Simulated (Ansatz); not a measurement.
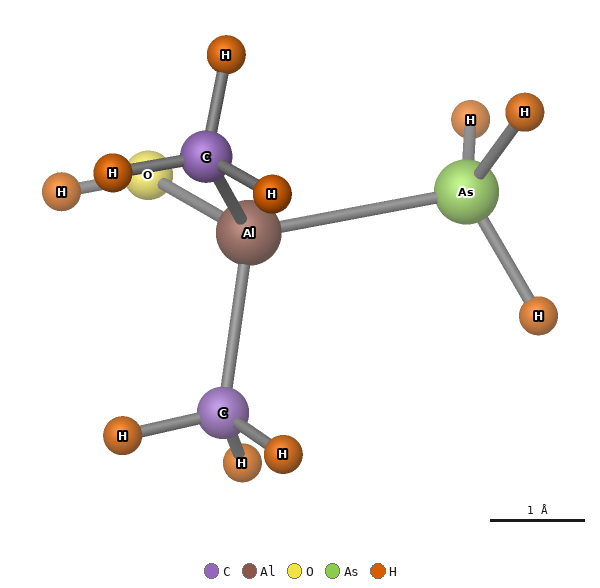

The starting structure (ball-and-stick view, seen at a tilt). Sticks mark near contacts.

## C2H10AlAsO: geometry relaxation (part 1 of 2)

- system: C2H10AlAsO, SMILES [CH3][Al-]([CH3])([OH])[AsH3+]
- method: RKS PBE-D4/def2-SVP (Ansatz 0.2.0)

The geometry: force-field start. Figures and captions count atoms from 1; the log counts them from 0 in places.

## The program's output
```
Functional definition: PBE
  name "PBE"
  cite "Perdew, Burke & Ernzerhof, Phys. Rev. Lett. 77, 3865 (1996) doi:10.1103/PhysRevLett.77.3865"
  parent pbe
  parameter kappa = 0.804
  parameter beta = 0.06672455060314922
  exchange = pbe_x(kappa = kappa, mu = beta*pi^2/3)
  correlation = pbe_c(beta = beta)
1595 factors; their error is unknown
mean field evaluation 1: about -71670.6251 eV, gradient 9.6e1 eV
mean field evaluation 2: about -71387.4976 eV, gradient 2.4e2 eV
mean field evaluation 4: about -71690.6577 eV, gradient 1.6e1 eV
mean field evaluation 8: about -71691.6195 eV, gradient 1.4e-1 eV
mean field evaluation 16: about -71691.5423 eV, gradient 1.5e-3 eV
mean field -71691.54232121 eV, -2634.6155860317 hartree, gradient 3.7e-5 eV, S^2 0.000000; 0 other end points of the search recorded, 0 dependent functions left out
the calculation of the forces begins
reference -71691.54236209 eV, -2634.6155875342 hartree; 38, 38 occupied and 104, 104 virtual orbitals, 1595 factors
relax step   1: F+E_penalty+E_count = -71691.87036536 eV  Δ(F+E_penalty+E_count) = +0.000e0 eV  max|allowed force component| = 2.692e0 eV/Å  Δτ_max = 0.0000 Å  (29 SCF iters, accepted)
these checks for a lower state are left out or cut short: starts, cluster_reference, orbital_swaps, neighbouring_geometries, increment
1595 factors; their error is unknown
mean field -71692.36051039 eV, -2634.6456539296 hartree, gradient 1.3e-5 eV, S^2 0.000000; 0 other end points of the search recorded, 0 dependent functions left out
[... from here on the field's lines of each further geometry are left out, up to the last ...]
relax step   2: F+E_penalty+E_count = -71692.68522881 eV  Δ(F+E_penalty+E_count) = -8.149e-1 eV  max|allowed force component| = 1.194e0 eV/Å  Δτ_max = 0.1945 Å  (28 SCF iters, accepted)
relax step   3: F+E_penalty+E_count = -71692.87317674 eV  Δ(F+E_penalty+E_count) = -1.879e-1 eV  max|allowed force component| = 1.294e0 eV/Å  Δτ_max = 0.1921 Å  (29 SCF iters, accepted)
relax step   4: F+E_penalty+E_count = -71692.91841958 eV  Δ(F+E_penalty+E_count) = -4.524e-2 eV  max|allowed force component| = 1.094e0 eV/Å  Δτ_max = 0.0871 Å  (29 SCF iters, accepted)
relax step   5: F+E_penalty+E_count = -71692.97159287 eV  Δ(F+E_penalty+E_count) = -5.317e-2 eV  max|allowed force component| = 5.844e-1 eV/Å  Δτ_max = 0.2000 Å  (34 SCF iters, accepted)
relax step   6: F+E_penalty+E_count = -71692.98681221 eV  Δ(F+E_penalty+E_count) = -1.522e-2 eV  max|allowed force component| = 1.048e-1 eV/Å  Δτ_max = 0.1805 Å  (29 SCF iters, accepted)
relax step   7: F+E_penalty+E_count = -71693.00057724 eV  Δ(F+E_penalty+E_count) = -1.377e-2 eV  max|allowed force component| = 2.919e-1 eV/Å  Δτ_max = 0.1104 Å  (27 SCF iters, accepted)
relax step   8: F+E_penalty+E_count = -71693.01667369 eV  Δ(F+E_penalty+E_count) = -1.610e-2 eV  max|allowed force component| = 2.540e-1 eV/Å  Δτ_max = 0.1106 Å  (28 SCF iters, accepted)
relax step   9: F+E_penalty+E_count = -71693.03827559 eV  Δ(F+E_penalty+E_count) = -2.160e-2 eV  max|allowed force component| = 2.232e-1 eV/Å  Δτ_max = 0.1560 Å  (28 SCF iters, accepted)
relax step  10: F+E_penalty+E_count = -71692.95577511 eV  Δ(F+E_penalty+E_count) = +8.250e-2 eV  max|allowed force component| = 2.040e0 eV/Å  Δτ_max = 0.1543 Å  (28 SCF iters, rejected (line search))
relax step  11: F+E_penalty+E_count = -71693.05016231 eV  Δ(F+E_penalty+E_count) = -1.189e-2 eV  max|allowed force component| = 6.159e-2 eV/Å  Δτ_max = 0.0772 Å  (29 SCF iters, accepted)
relax step  12: F+E_penalty+E_count = -71693.04851314 eV  Δ(F+E_penalty+E_count) = +1.649e-3 eV  max|allowed force component| = 5.891e-1 eV/Å  Δτ_max = 0.0984 Å  (28 SCF iters, rejected (line search))
relax step  13: F+E_penalty+E_count = -71693.05337323 eV  Δ(F+E_penalty+E_count) = -3.211e-3 eV  max|allowed force component| = 6.073e-2 eV/Å  Δτ_max = 0.0492 Å  (28 SCF iters, accepted)
the calculation of the forces begins
reference -71692.74084874 eV, -2634.6596311061 hartree; 38, 38 occupied and 104, 104 virtual orbitals, 1595 factors
relax step  14: F+E_penalty+E_count = -71693.05554881 eV  Δ(F+E_penalty+E_count) = -2.176e-3 eV  max|allowed force component| = 1.503e-2 eV/Å  Δτ_max = 0.0453 Å  (28 SCF iters, accepted)
1595 factors; their error is unknown
mean field evaluation 128: about -71692.7408 eV, gradient 4.2e-3 eV
```

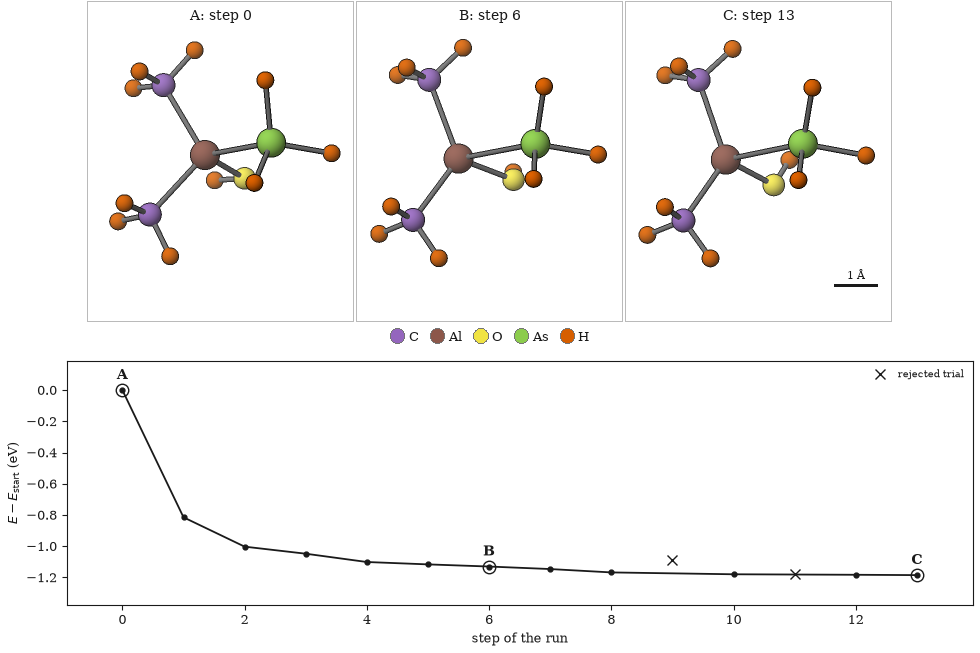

Frames of the relaxation (ball-and-stick view, seen at a tilt) above the curves, on which the letters mark them (the first geometry is step 0 here and step 1 in the log).

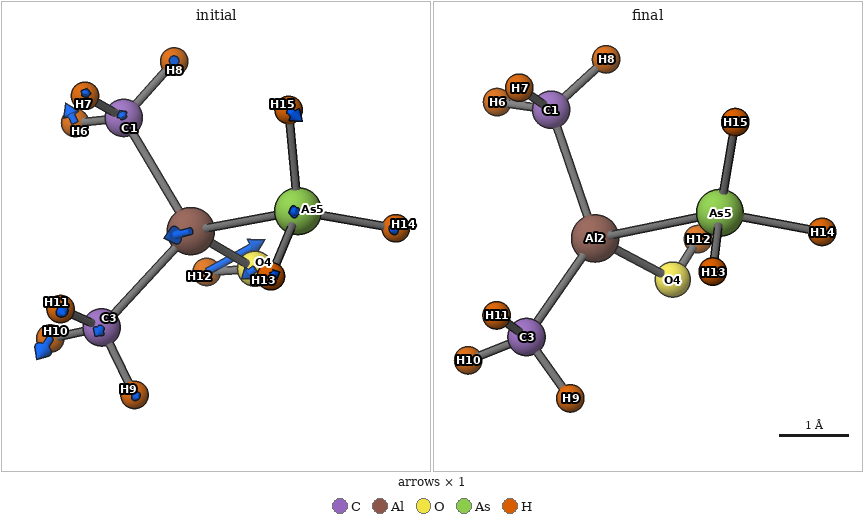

Before (left) and after (right) the relaxation, at one scale (ball-and-stick view, seen at a tilt). The blue arrows give the displacements, at true length. H12 moves most after the best rigid fit: 0.99 Å. By element the largest moves are H 0.99 Å, Al 0.55 Å, O 0.27 Å, C 0.21 Å, As 0.20 Å. Distances before and after: Al2–As5 2.454 → 2.796 Å, Al2–O4 1.824 → 1.746 Å, C1–H6 1.066 → 1.112 Å, C1–H7 1.153 → 1.111 Å. Among the angles that change: Al2–As5–H15 107.7° → 125.2°, Al2–O4–H12 103.7° → 120.9°, H13–As5–H14 112.2° → 95.1°. Over 13 geometry steps the energy falls by 1.185 eV. The largest force component goes from 2.7 to 0.015 eV/Å. The line search rejected the trial steps at points 9, 11 (counted from 0) and went back. (Atoms are counted from 1 in the order of the input.)

```
mean field -71692.74080696 eV, -2634.6596295707 hartree, gradient 2.3e-5 eV, S^2 0.000000; 1 other end points of the search recorded, 0 dependent functions left out
the calculation of the forces begins
reference -71692.74084874 eV, -2634.6596311061 hartree; 38, 38 occupied and 104, 104 virtual orbitals, 1595 factors
Total energy: -71693.05559059 eV, -2634.6711976558 hartree
Atom 0 at    -1.718691    -0.095207     1.133004 Å, force     0.003282     0.000432    -0.003520 eV/Å
Atom 1 at     0.048130    -0.661613     0.445543 Å, force     0.010446     0.008062     0.010402 eV/Å
Atom 2 at     1.746685     0.085228     1.107694 Å, force    -0.002763     0.004167    -0.007708 eV/Å
Atom 3 at     0.233548    -2.219849    -0.319873 Å, force    -0.004873    -0.011506     0.000547 eV/Å
Atom 4 at     0.012464     0.902156    -1.871956 Å, force    -0.012130     0.015026    -0.000113 eV/Å
Atom 5 at    -1.936586    -0.585368     2.107429 Å, force    -0.001804    -0.001624     0.003510 eV/Å
Atom 6 at    -1.754854     1.000399     1.316407 Å, force    -0.000882     0.001213    -0.000274 eV/Å
Atom 7 at    -2.561410    -0.345850     0.453853 Å, force    -0.001610    -0.003399     0.002288 eV/Å
Atom 8 at     2.590550    -0.141580     0.422421 Å, force     0.001729     0.000992     0.003486 eV/Å
Atom 9 at     2.004841    -0.367462     2.090382 Å, force    -0.005992    -0.003393    -0.002454 eV/Å
Atom 10 at     1.716287     1.185010     1.261350 Å, force    -0.001801     0.000293    -0.004804 eV/Å
Atom 11 at    -0.532010    -2.797183    -0.465330 Å, force     0.000893     0.004046    -0.005011 eV/Å
Atom 12 at     1.149726     1.887560    -2.149162 Å, force    -0.000485    -0.001458     0.000061 eV/Å
Atom 13 at     0.083312     0.225474    -3.240858 Å, force     0.002492    -0.004479    -0.003231 eV/Å
Atom 14 at    -1.103791     1.877385    -2.261605 Å, force     0.013498    -0.008372     0.006820 eV/Å
Dipole moment:    -0.266070     0.334975    -0.454523 e Å
```

## Trajectory as extended XYZ (Å, eV, eV/Å), 14 frames, from step=1 to step=14
```
15
Properties=species:S:1:pos:R:3:forces:R:3 step=1 energy=-71691.87036
C    -1.5871   -0.0688    1.0500   -0.7562   2.6915  -1.7383
Al   -0.0109   -0.4115   -0.0393    0.4353  -2.5178   1.6845
C     1.5794   -0.0197    1.0369    0.5292   0.3765   0.4107
O     0.0703   -2.1625   -0.5436   -0.2174   0.1626   0.8938
As    0.0014    1.0001   -2.0461   -0.3572  -0.0310   0.7226
H    -1.6348   -0.6429    1.9465   -0.0462  -0.8922   1.2120
H    -1.6109    1.0480    1.3359   -0.0638  -1.0462  -0.0696
H    -2.4997   -0.2269    0.4257   -0.1047  -0.1023   0.3734
H     2.5239   -0.2229    0.4941    0.2075   0.0269   0.0460
H     1.6074   -0.6548    1.9839   -0.1795   0.4355  -0.7532
H     1.6003    1.0487    1.3657    0.1585  -0.1387   0.0839
H     0.0125   -2.6660    0.3311    0.0880   0.6923  -1.4545
H     1.2307    1.9313   -2.0192   -0.5514  -0.1163  -0.5859
H    -0.0207    0.1096   -3.2829    0.0524   0.6670  -0.2598
H    -1.2836    1.8874   -2.0094    0.8055  -0.2079  -0.5655
15
Properties=species:S:1:pos:R:3:forces:R:3 step=2 energy=-71692.68523
C    -1.6511   -0.0285    1.0508   -0.1118   0.9410  -0.6322
Al    0.0086   -0.5196    0.1213    0.1110  -1.1938   0.4542
C     1.6515    0.0133    1.0595    0.0463   0.0785   0.0862
O     0.0503   -2.1846   -0.5920   -0.0665   0.5351   0.8105
As   -0.0104    0.9157   -1.9404   -0.0708   0.3292  -0.4951
H    -1.6944   -0.6239    1.9686   -0.1788  -0.2639   0.4662
H    -1.6555    1.0572    1.3478   -0.0449  -0.4214  -0.0193
H    -2.5649   -0.2134    0.4446   -0.0139  -0.0620   0.1715
H     2.5909   -0.2010    0.5111    0.0561   0.0132   0.0424
H     1.6472   -0.6225    1.9823    0.1304   0.1807  -0.1197
H     1.6590    1.0754    1.3935    0.0647  -0.0954   0.0160
H     0.0161   -2.7443    0.2241    0.0224   0.0397  -0.7262
H     1.1499    1.9171   -2.1172   -0.3208  -0.2053  -0.1287
H    -0.0158    0.2234   -3.3167    0.0141   0.3354   0.1897
H    -1.2032    1.8847   -2.1080    0.3624  -0.2111  -0.1156
15
Properties=species:S:1:pos:R:3:forces:R:3 step=3 energy=-71692.87318
C    -1.6930   -0.0111    1.0918    0.1247   0.0165  -0.0764
Al    0.0167   -0.5627    0.2603    0.0082  -0.6157  -0.3961
C     1.6974    0.0225    1.1175   -0.0652  -0.1290   0.0802
O     0.0499   -2.1243   -0.6608   -0.0928   0.1914   1.2939
As   -0.0118    0.8695   -1.9602    0.0198   0.1252  -0.2075
H    -1.8074   -0.6062    2.0248   -0.1138   0.0224   0.0352
H    -1.6978    1.0583    1.3935   -0.0069  -0.0058   0.0211
H    -2.5870   -0.1966    0.4621   -0.0118  -0.0383   0.0180
H     2.6140   -0.1703    0.5225   -0.0161   0.0010   0.0040
H     1.7789   -0.5879    2.0509    0.0994   0.1119  -0.0702
H     1.6957    1.0856    1.4363    0.0113   0.0233   0.0043
H    -0.0140   -2.8180    0.0493    0.0552   0.3182  -0.8281
H     1.1162    1.8771   -2.2021   -0.0866  -0.0283  -0.0155
H    -0.0115    0.2663   -3.3697   -0.0027   0.0306   0.1557
H    -1.1681    1.8469   -2.1868    0.0773  -0.0234  -0.0186
15
Properties=species:S:1:pos:R:3:forces:R:3 step=4 energy=-71692.91842
C    -1.7054   -0.0184    1.0991    0.0722  -0.1164   0.0786
Al    0.0163   -0.5979    0.3054   -0.0042  -0.4652  -0.4308
C     1.7089    0.0199    1.1234   -0.0294  -0.1061   0.0921
O     0.0435   -2.1330   -0.6464   -0.0732   0.1790   1.0943
As   -0.0034    0.8838   -1.9475    0.0125   0.0496  -0.0217
H    -1.8724   -0.5821    2.0489   -0.0243   0.0658  -0.0915
H    -1.7101    1.0574    1.3737    0.0036   0.0350   0.0027
H    -2.5849   -0.2127    0.4512   -0.0024  -0.0136  -0.0129
H     2.6066   -0.1659    0.4971   -0.0207  -0.0028  -0.0061
H     1.8558   -0.5527    2.0716    0.0359   0.0730  -0.0856
H     1.7000    1.0933    1.4097   -0.0124   0.0077  -0.0156
H    -0.0350   -2.8772    0.0018    0.0513   0.3334  -0.6417
H     1.1080    1.8980   -2.2145    0.0126  -0.0146  -0.0015
H    -0.0042    0.2704   -3.3459   -0.0005  -0.0160   0.0443
H    -1.1455    1.8662   -2.1984   -0.0210  -0.0089  -0.0046
15
Properties=species:S:1:pos:R:3:forces:R:3 step=5 energy=-71692.97159
C    -1.7016   -0.0103    1.1218    0.0707  -0.0335  -0.1526
Al    0.0116   -0.6072    0.3163    0.0217   0.3189   0.5844
C     1.7044    0.0272    1.1411   -0.1208  -0.0683  -0.1772
O     0.0354   -2.0854   -0.5918    0.0146  -0.4399  -0.1897
As    0.0025    0.9020   -1.9109   -0.0005  -0.0259  -0.0233
H    -1.9125   -0.5643    2.0625    0.0259  -0.0051   0.0241
H    -1.6965    1.0701    1.3804   -0.0181   0.0063   0.0081
H    -2.5602   -0.1998    0.4456   -0.0814   0.0294  -0.0068
H     2.5750   -0.1490    0.4772    0.0859   0.0270  -0.0046
H     1.9057   -0.5268    2.0840   -0.0146   0.0031   0.0201
H     1.6762    1.1066    1.3998    0.0200   0.0200   0.0148
H    -0.0390   -2.9621   -0.1793   -0.0014   0.1461  -0.0879
H     1.1190    1.8933   -2.2325   -0.0002   0.0083   0.0030
H     0.0077    0.1995   -3.2644   -0.0011   0.0030  -0.0080
H    -1.1496    1.8553   -2.2206   -0.0009   0.0106  -0.0043
```
